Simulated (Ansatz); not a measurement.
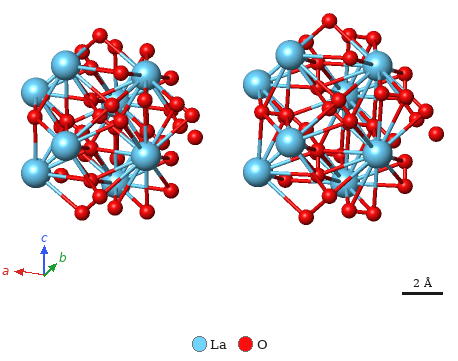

Two geometries of a crystal of LaO$_{6}$ (a generated structure, set up in Pm-3m) (coarse preliminary run), drawn at one scale. One is the start of a relaxation, the other its converged end. A ball-and-stick model of the atoms within 5.0 Å of the atom that moves most (axes of the cell of the calculation), seen from a free direction.

Computed with DFT PBE, scalar-relativistic, plane waves, PAW (Ansatz 0.2.0). (plane-wave cutoff 420 eV; k-point mesh 4 × 4 × 4; occupations gaussian; smearing width 0.1 eV; no spin polarisation; cell and atoms relaxed; force threshold 0.04 eV/Å; at most 70 steps)

Which one is relaxed?

Answer. The right one is the relaxed one. The largest moves relative to the cell, 0.28 Å, are those of O atoms. La stays in place. Cell: a = b = c 4.302 → 4.681 Å (+8.8 %). Volume +28.8 %. Some distances before and after: O–O 1.825 → 2.378 Å, O–O 1.722 → 1.318 Å, La–O 3.162 → 3.375 Å. New bonds form: O–O (1.72 → 1.32 Å). Bond angles that change, for instance: La–O–La 148.4° → 157.5°, La–O–La 85.7° → 87.8°. The space group stays Pm-3m (No. 221). After 8 accepted moves (10 points after the start) the energy has fallen by 1312 meV per atom. The largest force component goes from 7.9 to 0.0055 eV/Å. Pressure: 36.07 GPa at the start and 0.13 GPa at the end. At 2 points the geometry stayed and the basis and grid were re-selected for the new cell (energy shift of 36.2 meV per atom at most each time).

Limits of the set-up: an odd number of electrons was run without spin polarisation, which fails if the electron would localise.
